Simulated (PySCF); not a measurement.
# Aluminum, di-μ-chlorotetrachlorodi- (Al₂Cl₆): NMR shifts at several levels of theory

Aim: compute the NMR shifts of Aluminum, di-μ-chlorotetrachlorodi- (Al₂Cl₆) (`[Cl][Al-]1([Cl])[Cl+][Al-]([Cl])([Cl])[Cl+]1`) at several levels, and see how far they spread and what each costs.

Programs: PySCF 2.14.0, with density-fitted response routines of our own. Each step states its level of theory. These are calculated values for one molecule in the gas phase, unless marked as measured. Atoms are numbered from 0 throughout.

## 1. The starting structure

8 atoms, charge 0, multiplicity 1; geometry from: GFN2-xTB.

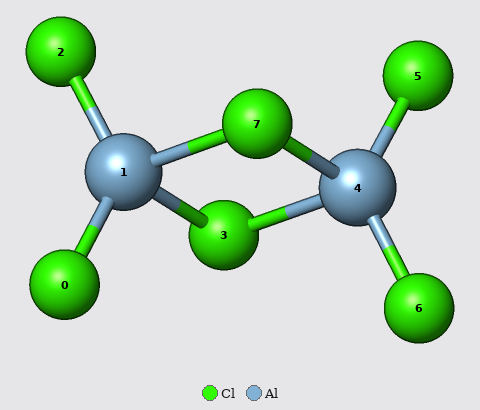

The starting geometry (chlorine green, aluminium light blue), atoms numbered.

## 2. Geometry optimisation at PBE0-D3(BJ)/def2-SVP

The job: settings as JSON, then the geometry in Å.

```
{"job": {"xc": "PBE0", "basis": "def2-SVP", "d3": "d3bj", "grid": 1, "kind": "geom"}, "charge": 0, "multiplicity": 1}
Cl    -1.547536    -2.649148     0.153580
Al    -1.489061    -0.623475     0.154417
Cl    -2.978316     0.742495     0.307373
Cl    -0.151416     0.016398    -1.535489
Al     1.494642     0.630832    -0.133775
Cl     1.575094     2.655768    -0.137564
Cl     2.971770    -0.748817    -0.283224
Cl     0.152009     0.004179     1.556446
```

The program printed:

```text
step   0  E = -3244.39241527  max force = 0.022949
step   1  E = -3244.40093391  max force = 0.006055
step   2  E = -3244.40134156  max force = 0.002628
step   3  E = -3244.40144231  max force = 0.001090
step   4  E = -3244.40143568  max force = 0.001236
step   5  E = -3244.40144338  max force = 0.000920
step   6  E = -3244.40144910  max force = 0.000609
step   7  E = -3244.40145183  max force = 0.000300
optimisation converged
```

Wall time 1.7 min (1 thread, shared host).

Along the way:

| step | energy from step 0 (eV) | largest force component (eV/Å) |
| --- | --- | --- |
| 0 | 0.0000 | 1.1801 |
| 1 | -0.2318 | 0.3114 |
| 2 | -0.2429 | 0.1351 |
| 3 | -0.2456 | 0.0561 |
| 4 | -0.2455 | 0.0636 |
| 5 | -0.2457 | 0.0473 |
| 6 | -0.2458 | 0.0313 |
| 7 | -0.2459 | 0.0154 |

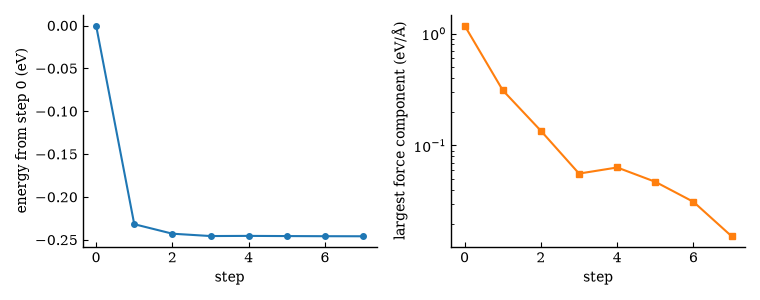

Energy and force, step by step.

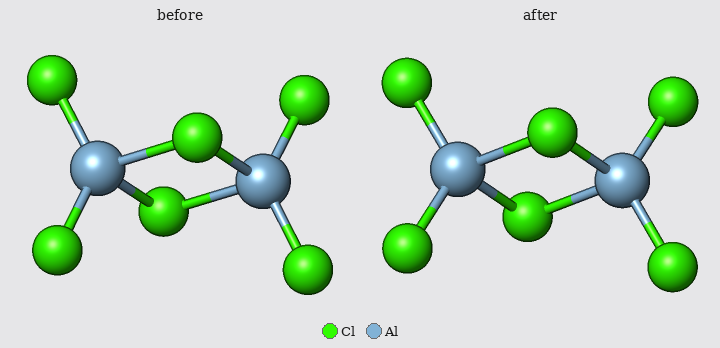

Before and after, at one scale.

Close pairs (by a distance rule), those that changed most:

| bond | before (Å) | after (Å) | change (Å) |
| --- | --- | --- | --- |
| Cl0–Al1 | 2.027 | 2.082 | +0.056 |
| Al4–Cl5 | 2.027 | 2.082 | +0.056 |
| Al1–Cl2 | 2.027 | 2.081 | +0.055 |
| Al4–Cl6 | 2.027 | 2.081 | +0.054 |
| Cl3–Al4 | 2.248 | 2.279 | +0.031 |
| Al1–Cl7 | 2.248 | 2.279 | +0.031 |
| Al4–Cl7 | 2.248 | 2.276 | +0.029 |
| Al1–Cl3 | 2.248 | 2.276 | +0.028 |

The end geometry stands in the next job.

| at the end point | value |
| --- | --- |
| point group (found at 0.08 Å tolerance) | D2h |
| rotational constants (GHz, main isotopes) | 0.771, 0.403, 0.328 |
| dipole moment (D) | 0.01 |

## 3. Shielding tensors: B3LYP/pcSseg-1

The job: settings as JSON, then the geometry in Å.

```
{"job": {"kind": "nmr", "xc": "B3LYP", "basis": "pcSseg-1", "pop": false}, "charge": 0, "multiplicity": 1}
Cl    -1.748615    -2.643995     0.077304
Al    -1.495398    -0.577296     0.047442
Cl    -3.074505     0.778097     0.083066
Cl    -0.051321    -0.010283    -1.618539
Al     1.477654     0.589632    -0.038869
Cl     1.743454     2.654689    -0.071239
Cl     3.048504    -0.775103    -0.071776
Cl     0.030595     0.030302     1.627043
```

With the program's defaults for keys left out, this is: GIAO B3LYP/pcSseg-1 NMR shielding, non-relativistic, gas phase.

The program printed:

```text
coarse grid: 12992 points
cycle   1  E = -3246.4109731781  dE =  7.898e-01  |g| = 5.800e-01  |ddm| = 3.019e+00
cycle   2  E = -3246.3402959752  dE =  7.068e-02  |g| = 8.161e-01  |ddm| = 1.725e+00
cycle   3  E = -3246.5106344013  dE = -1.703e-01  |g| = 5.284e-02  |ddm| = 9.799e-01
cycle   4  E = -3246.5111620654  dE = -5.277e-04  |g| = 2.234e-02  |ddm| = 7.501e-02
cycle   5  E = -3246.5112801968  dE = -1.181e-04  |g| = 2.236e-03  |ddm| = 2.641e-02
cycle   6  E = -3246.5112808036  dE = -6.068e-07  |g| = 1.245e-03  |ddm| = 3.334e-03
final grid: 94256 points
cycle   7  E = -3246.5256573981  dE = -1.255e-05  |g| = 2.945e-03  |ddm| = 1.311e-02
cycle   8  E = -3246.5256575731  dE = -1.750e-07  |g| = 2.961e-03  |ddm| = 6.371e-03
cycle   9  E = -3246.5256594696  dE = -1.896e-06  |g| = 3.011e-04  |ddm| = 3.253e-03
cycle  10  E = -3246.5256594868  dE = -1.722e-08  |g| = 1.168e-04  |ddm| = 4.604e-04
cycle  11  E = -3246.5256594904  dE = -3.550e-09  |g| = 1.953e-05  |ddm| = 1.484e-04
cycle  12  E = -3246.5256594904  dE = -8.822e-11  |g| = 5.638e-06  |ddm| = 2.543e-05
converged SCF energy = -3246.5256594904

GIAO shielding tensors (ppm)
atom      isotropic    diamagn.    paramagn.     s11        s22        s33       span
  0 Cl     907.271    1148.316    -241.045    844.976    845.201   1031.635    186.659
  1 Al     450.836     794.283    -343.446    379.587    412.010    560.913    181.326
  2 Cl     905.980    1148.320    -242.340    843.674    844.486   1029.780    186.106
  3 Cl     803.657    1151.994    -348.337    717.014    838.196    855.761    138.746
  4 Al     450.830     794.293    -343.463    379.578    412.003    560.909    181.331
  5 Cl     907.469    1148.302    -240.833    845.178    845.305   1031.923    186.745
  6 Cl     905.831    1148.356    -242.525    843.533    844.498   1029.461    185.928
  7 Cl     803.651    1151.979    -348.328    717.014    838.179    855.761    138.747
```

Wall time 27 s (1 thread, shared host).

Shifts follow as δ = σ(reference) − σ, with reference shieldings (ppm) from runs at the same level and on the same kind of geometry: 27Al AlH4- 484.8, 35Cl HCl 930. The references are single molecules in the gas phase. Shifts against hydride references such as AlH4− lie on their own scale. Atoms listed in one row are averaged.

| atoms | environment | σ (ppm) | δ (ppm) |
| --- | --- | --- | --- |
| Cl3, Cl7 | chlorine bonded to 2 Al, in a 4-membered ring | 804 | 127 |
| Cl0, Cl2, Cl5, Cl6 | chlorine bonded to Al | 907 | 24 |
| Al1, Al4 | aluminium bonded to 4 Cl, in a 4-membered ring | 450.8 | 34.0 |

## 4. NMR shieldings: BHandHLYP/pcSseg-1

Same as in step 3 but for these lines:

```diff
@@ -1,2 +1,2 @@
-{"job": {"kind": "nmr", "xc": "B3LYP", "basis": "pcSseg-1", "pop": false}, "charge": 0, "multiplicity": 1}
+{"job": {"kind": "nmr", "xc": "BHandHLYP", "basis": "pcSseg-1", "pop": false}, "charge": 0, "multiplicity": 1}
 Cl    -1.748615    -2.643995     0.077304
```

With the program's defaults for keys left out, this is: GIAO BHandHLYP/pcSseg-1 NMR shielding, non-relativistic, gas phase.

The program printed:

```text
coarse grid: 12992 points
cycle   1  E = -3246.2823629789  dE =  8.573e-01  |g| = 5.576e-01  |ddm| = 2.935e+00
cycle   2  E = -3246.3051554747  dE = -2.279e-02  |g| = 5.380e-01  |ddm| = 1.347e+00
cycle   3  E = -3246.3793772683  dE = -7.422e-02  |g| = 2.249e-02  |ddm| = 6.259e-01
cycle   4  E = -3246.3795300689  dE = -1.528e-04  |g| = 8.800e-03  |ddm| = 3.884e-02
cycle   5  E = -3246.3795469504  dE = -1.688e-05  |g| = 2.614e-03  |ddm| = 1.209e-02
cycle   6  E = -3246.3795486646  dE = -1.714e-06  |g| = 2.488e-04  |ddm| = 3.088e-03
final grid: 94256 points
cycle   7  E = -3246.3904991353  dE = -6.849e-06  |g| = 1.652e-03  |ddm| = 9.226e-03
cycle   8  E = -3246.3904995118  dE = -3.765e-07  |g| = 1.123e-03  |ddm| = 2.793e-03
cycle   9  E = -3246.3904997442  dE = -2.324e-07  |g| = 1.162e-04  |ddm| = 1.189e-03
cycle  10  E = -3246.3904997468  dE = -2.588e-09  |g| = 4.401e-05  |ddm| = 1.611e-04
cycle  11  E = -3246.3904997473  dE = -5.193e-10  |g| = 8.741e-06  |ddm| = 5.871e-05
converged SCF energy = -3246.3904997473

GIAO shielding tensors (ppm)
atom      isotropic    diamagn.    paramagn.     s11        s22        s33       span
  0 Cl     939.475    1148.174    -208.699    884.826    885.158   1048.443    163.617
  1 Al     466.506     792.930    -326.424    397.853    431.174    570.492    172.639
  2 Cl     938.248    1148.179    -209.931    883.540    884.481   1046.723    163.183
  3 Cl     842.431    1152.020    -309.589    763.817    874.021    889.455    125.638
  4 Al     466.498     792.941    -326.443    397.843    431.164    570.487    172.645
  5 Cl     939.655    1148.160    -208.505    885.042    885.216   1048.707    163.664
  6 Cl     938.105    1148.214    -210.109    883.407    884.480   1046.427    163.020
  7 Cl     842.425    1152.004    -309.580    763.815    874.004    889.454    125.639
```

Run time: 25 s. Hardware: 1 thread, shared host.

This run: δ Cl3 99, Cl0 3, Al1 27.8 ppm (means over like atoms).

## 5. Nuclear shieldings: KT3/pcSseg-1

Same as in step 4 but for these lines:

```diff
@@ -1,2 +1,2 @@
-{"job": {"kind": "nmr", "xc": "BHandHLYP", "basis": "pcSseg-1", "pop": false}, "charge": 0, "multiplicity": 1}
+{"job": {"kind": "nmr", "xc": "KT3", "basis": "pcSseg-1", "pop": false}, "charge": 0, "multiplicity": 1}
 Cl    -1.748615    -2.643995     0.077304
```

Level: GIAO KT3/pcSseg-1 NMR shielding, non-relativistic, gas phase.

The program printed:

```text
coarse grid: 12992 points
cycle   1  E = -3268.7417681614  dE =  7.724e-01  |g| = 7.181e-01  |ddm| = 3.089e+00
cycle   2  E = -3268.5714796459  dE =  1.703e-01  |g| = 1.069e+00  |ddm| = 2.168e+00
cycle   3  E = -3268.8639240102  dE = -2.924e-01  |g| = 1.564e-01  |ddm| = 1.453e+00
cycle   4  E = -3268.8705011887  dE = -6.577e-03  |g| = 2.030e-02  |ddm| = 2.134e-01
cycle   5  E = -3268.8706031099  dE = -1.019e-04  |g| = 4.997e-03  |ddm| = 2.367e-02
cycle   6  E = -3268.8706071234  dE = -4.013e-06  |g| = 1.523e-03  |ddm| = 6.313e-03
final grid: 94256 points
cycle   7  E = -3268.9533205198  dE = -3.576e-04  |g| = 3.894e-02  |ddm| = 6.370e-02
cycle   8  E = -3268.9533013487  dE =  1.917e-05  |g| = 2.942e-02  |ddm| = 5.407e-02
cycle   9  E = -3268.9534350284  dE = -1.337e-04  |g| = 9.092e-03  |ddm| = 3.863e-02
cycle  10  E = -3268.9534578382  dE = -2.281e-05  |g| = 1.340e-03  |ddm| = 1.188e-02
cycle  11  E = -3268.9534583102  dE = -4.720e-07  |g| = 2.130e-04  |ddm| = 1.725e-03
cycle  12  E = -3268.9534583194  dE = -9.185e-09  |g| = 5.578e-05  |ddm| = 2.780e-04
cycle  13  E = -3268.9534583201  dE = -7.713e-10  |g| = 7.596e-06  |ddm| = 6.699e-05
converged SCF energy = -3268.9534583201

GIAO shielding tensors (ppm)
atom      isotropic    diamagn.    paramagn.     s11        s22        s33       span
  0 Cl     908.156    1150.090    -241.934    846.130    846.782   1031.556    185.426
  1 Al     472.644     796.704    -324.060    404.738    435.410    577.783    173.045
  2 Cl     906.928    1150.092    -243.164    845.444    845.623   1029.718    184.274
  3 Cl     807.714    1153.508    -345.794    721.696    845.926    855.521    133.824
  4 Al     472.637     796.714    -324.077    404.730    435.402    577.780    173.050
  5 Cl     908.348    1150.076    -241.728    846.198    847.014   1031.831    185.634
  6 Cl     906.788    1150.129    -243.341    845.387    845.564   1029.412    184.025
  7 Cl     807.710    1153.493    -345.783    721.697    845.910    855.522    133.824
```

It took 29 s on 1 thread, shared host.

Key values: δ Cl3 127, Cl0 27, Al1 29.8 ppm (means over like atoms).

## 6. Shielding tensors: BP86/pcSseg-1

Same as in step 5 but for these lines:

```diff
@@ -1,2 +1,2 @@
-{"job": {"kind": "nmr", "xc": "KT3", "basis": "pcSseg-1", "pop": false}, "charge": 0, "multiplicity": 1}
+{"job": {"kind": "nmr", "xc": "BP86", "basis": "pcSseg-1", "pop": false}, "charge": 0, "multiplicity": 1}
 Cl    -1.748615    -2.643995     0.077304
```

With the program's defaults for keys left out, this is: GIAO BP86/pcSseg-1 NMR shielding, non-relativistic, gas phase.

The program printed:

```text
coarse grid: 12992 points
cycle   1  E = -3246.5630696494  dE =  7.490e-01  |g| = 5.868e-01  |ddm| = 3.100e+00
cycle   2  E = -3246.3837807526  dE =  1.793e-01  |g| = 1.039e+00  |ddm| = 2.021e+00
cycle   3  E = -3246.6624819473  dE = -2.787e-01  |g| = 1.034e-01  |ddm| = 1.301e+00
cycle   4  E = -3246.6648202946  dE = -2.338e-03  |g| = 3.819e-02  |ddm| = 1.512e-01
cycle   5  E = -3246.6651896746  dE = -3.694e-04  |g| = 5.780e-03  |ddm| = 4.539e-02
cycle   6  E = -3246.6651964295  dE = -6.755e-06  |g| = 2.333e-03  |ddm| = 8.087e-03
final grid: 94256 points
cycle   7  E = -3246.7007305062  dE = -2.848e-05  |g| = 9.138e-03  |ddm| = 1.371e-02
cycle   8  E = -3246.7007267233  dE =  3.783e-06  |g| = 7.600e-03  |ddm| = 1.260e-02
cycle   9  E = -3246.7007368708  dE = -1.015e-05  |g| = 2.082e-03  |ddm| = 9.222e-03
cycle  10  E = -3246.7007379303  dE = -1.060e-06  |g| = 2.661e-04  |ddm| = 2.315e-03
cycle  11  E = -3246.7007379460  dE = -1.572e-08  |g| = 7.773e-05  |ddm| = 3.794e-04
cycle  12  E = -3246.7007379476  dE = -1.578e-09  |g| = 1.281e-05  |ddm| = 1.004e-04
cycle  13  E = -3246.7007379476  dE = -3.820e-11  |g| = 1.200e-06  |ddm| = 1.363e-05
converged SCF energy = -3246.7007379476

GIAO shielding tensors (ppm)
atom      isotropic    diamagn.    paramagn.     s11        s22        s33       span
  0 Cl     885.769    1148.077    -262.309    820.139    821.002   1016.165    196.027
  1 Al     445.760     795.267    -349.507    373.395    404.619    559.265    185.871
  2 Cl     884.419    1148.081    -263.663    818.773    820.277   1014.206    195.432
  3 Cl     777.640    1151.541    -373.901    687.321    815.424    830.175    142.854
  4 Al     445.753     795.277    -349.524    373.387    404.612    559.262    185.876
  5 Cl     885.986    1148.063    -262.078    820.433    821.054   1016.471    196.038
  6 Cl     884.255    1148.116    -263.861    818.588    820.309   1013.868    195.281
  7 Cl     777.635    1151.526    -373.892    687.321    815.407    830.176    142.854
```

Run time: 29 s. Hardware: 1 thread, shared host.

Key values: δ Cl3 154, Cl0 46, Al1 36.0 ppm (means over like atoms).

## 7. Shielding tensors: PBE/pcSseg-1

Same as in step 6 but for these lines:

```diff
@@ -1,2 +1,2 @@
-{"job": {"kind": "nmr", "xc": "BP86", "basis": "pcSseg-1", "pop": false}, "charge": 0, "multiplicity": 1}
+{"job": {"kind": "nmr", "xc": "PBE", "basis": "pcSseg-1", "pop": false}, "charge": 0, "multiplicity": 1}
 Cl    -1.748615    -2.643995     0.077304
```

Level: GIAO PBE/pcSseg-1 NMR shielding, non-relativistic, gas phase.

The program printed:

```text
coarse grid: 12992 points
cycle   1  E = -3244.8596828702  dE =  7.466e-01  |g| = 5.698e-01  |ddm| = 3.112e+00
cycle   2  E = -3244.6924178960  dE =  1.673e-01  |g| = 1.001e+00  |ddm| = 1.987e+00
cycle   3  E = -3244.9543324228  dE = -2.619e-01  |g| = 1.007e-01  |ddm| = 1.276e+00
cycle   4  E = -3244.9565573518  dE = -2.225e-03  |g| = 3.768e-02  |ddm| = 1.485e-01
cycle   5  E = -3244.9569178063  dE = -3.605e-04  |g| = 5.215e-03  |ddm| = 4.493e-02
cycle   6  E = -3244.9569231079  dE = -5.302e-06  |g| = 2.272e-03  |ddm| = 7.494e-03
final grid: 94256 points
cycle   7  E = -3245.0058310809  dE = -5.382e-05  |g| = 6.908e-03  |ddm| = 1.578e-02
cycle   8  E = -3245.0058292792  dE =  1.802e-06  |g| = 5.582e-03  |ddm| = 9.941e-03
cycle   9  E = -3245.0058347664  dE = -5.487e-06  |g| = 1.647e-03  |ddm| = 7.276e-03
cycle  10  E = -3245.0058354129  dE = -6.465e-07  |g| = 1.485e-04  |ddm| = 1.840e-03
cycle  11  E = -3245.0058354173  dE = -4.375e-09  |g| = 4.694e-05  |ddm| = 2.049e-04
cycle  12  E = -3245.0058354178  dE = -5.330e-10  |g| = 7.816e-06  |ddm| = 6.186e-05
converged SCF energy = -3245.0058354178

GIAO shielding tensors (ppm)
atom      isotropic    diamagn.    paramagn.     s11        s22        s33       span
  0 Cl     884.700    1147.972    -263.272    819.541    819.700   1014.859    195.318
  1 Al     445.556     795.270    -349.714    373.112    404.221    559.335    186.224
  2 Cl     883.357    1147.975    -264.618    818.289    818.913   1012.870    194.581
  3 Cl     777.370    1151.376    -374.007    687.804    815.199    829.105    141.302
  4 Al     445.550     795.280    -349.731    373.103    404.213    559.332    186.229
  5 Cl     884.915    1147.958    -263.043    819.639    819.934   1015.171    195.532
  6 Cl     883.195    1148.011    -264.815    818.118    818.941   1012.527    194.409
  7 Cl     777.365    1151.361    -373.997    687.805    815.183    829.106    141.302
```

Wall time 28 s (1 thread, shared host).

In short: δ Cl3 156, Cl0 50, Al1 37.3 ppm (means over like atoms).

## 8. NMR shieldings: B97-2/pcSseg-1

Same as in step 7 but for these lines:

```diff
@@ -1,2 +1,2 @@
-{"job": {"kind": "nmr", "xc": "PBE", "basis": "pcSseg-1", "pop": false}, "charge": 0, "multiplicity": 1}
+{"job": {"kind": "nmr", "xc": "B97-2", "basis": "pcSseg-1", "pop": false}, "charge": 0, "multiplicity": 1}
 Cl    -1.748615    -2.643995     0.077304
```

Method: GIAO B97-2/pcSseg-1 NMR shielding, non-relativistic, gas phase.

The program printed:

```text
coarse grid: 12992 points
cycle   1  E = -3246.5187989246  dE =  7.907e-01  |g| = 5.774e-01  |ddm| = 3.020e+00
cycle   2  E = -3246.4689280805  dE =  4.987e-02  |g| = 7.605e-01  |ddm| = 1.652e+00
cycle   3  E = -3246.6174099989  dE = -1.485e-01  |g| = 5.161e-02  |ddm| = 9.157e-01
cycle   4  E = -3246.6179714126  dE = -5.614e-04  |g| = 1.872e-02  |ddm| = 7.301e-02
cycle   5  E = -3246.6180549108  dE = -8.350e-05  |g| = 1.599e-03  |ddm| = 2.173e-02
cycle   6  E = -3246.6180553302  dE = -4.193e-07  |g| = 8.613e-04  |ddm| = 2.452e-03
final grid: 94256 points
cycle   7  E = -3246.6066668736  dE = -4.286e-05  |g| = 1.176e-02  |ddm| = 2.124e-02
cycle   8  E = -3246.6066710125  dE = -4.139e-06  |g| = 6.849e-03  |ddm| = 1.249e-02
cycle   9  E = -3246.6066769683  dE = -5.956e-06  |g| = 1.505e-03  |ddm| = 7.233e-03
cycle  10  E = -3246.6066775308  dE = -5.626e-07  |g| = 1.910e-04  |ddm| = 1.771e-03
cycle  11  E = -3246.6066775397  dE = -8.877e-09  |g| = 3.717e-05  |ddm| = 2.418e-04
cycle  12  E = -3246.6066775400  dE = -2.901e-10  |g| = 6.751e-06  |ddm| = 4.195e-05
converged SCF energy = -3246.6066775400

GIAO shielding tensors (ppm)
atom      isotropic    diamagn.    paramagn.     s11        s22        s33       span
  0 Cl     926.166    1148.513    -222.347    869.917    870.051   1038.529    168.611
  1 Al     468.387     794.098    -325.711    399.685    432.247    573.229    173.545
  2 Cl     924.929    1148.516    -223.587    868.709    869.314   1036.764    168.056
  3 Cl     826.751    1152.165    -325.415    744.990    862.235    873.027    128.037
  4 Al     468.379     794.108    -325.729    399.675    432.238    573.225    173.551
  5 Cl     926.355    1148.499    -222.144    870.019    870.248   1038.798    168.779
  6 Cl     924.780    1148.552    -223.772    868.554    869.323   1036.463    167.910
  7 Cl     826.745    1152.150    -325.405    744.990    862.218    873.027    128.036
```

Wall time 26 s (1 thread, shared host).

Key values: δ Cl3 111, Cl0 12, Al1 27.4 ppm (means over like atoms).

## 9. Comparing the runs: NMR shifts

Shifts (ppm), means over like atoms, with basis size and wall time:

| run | Cl3 | Cl0 | Al1 | functions | time |
| --- | --- | --- | --- | --- | --- |
| B3LYP/pcSseg-1 | 127 | 24 | 34.0 | 192 | 27 s |
| BHandHLYP/pcSseg-1 | 99 | 3 | 27.8 | 192 | 25 s |
| KT3/pcSseg-1 | 127 | 27 | 29.8 | 192 | 29 s |
| BP86/pcSseg-1 | 154 | 46 | 36.0 | 192 | 29 s |
| PBE/pcSseg-1 | 156 | 50 | 37.3 | 192 | 28 s |
| B97-2/pcSseg-1 | 111 | 12 | 27.4 | 192 | 26 s |

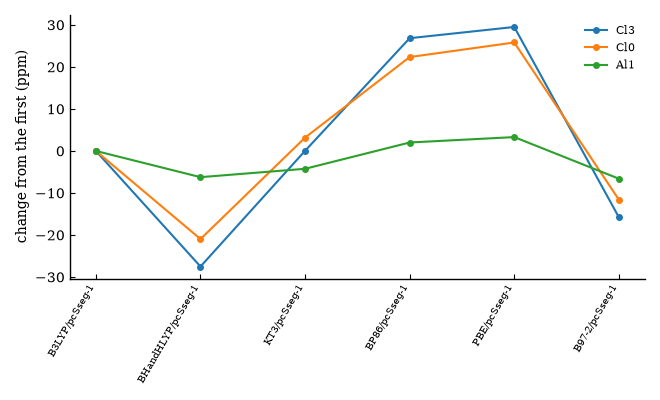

How the tabulated atoms move from run to run.

## 10. What came out

```
                                                                   quantity                 value
                                                                point group                   D2h
                                       rotational constants (main isotopes)  0.77, 0.40, 0.33 GHz
  35Cl shifts against HCl (B3LYP/pcSseg-1, means over atoms taken as alike)           127, 24 ppm
27Al shifts against AlH4- (B3LYP/pcSseg-1, means over atoms taken as alike)              34.0 ppm
                                                  range of the shift of Cl3         99 to 156 ppm
```

**Reading.** Single values in the summary come from the first run of each kind that ended normally (B3LYP/pcSseg-1), which need not be the best level. Relaxing lowered the energy by 0.246 eV in 7 steps; the close pair that moved most is Cl0–Al1, from 2.027 to 2.082 Å. Across the 6 runs the shift of Cl3 (with its like atoms) moves most, between 99 (BHandHLYP/pcSseg-1) and 156 ppm (PBE/pcSseg-1).
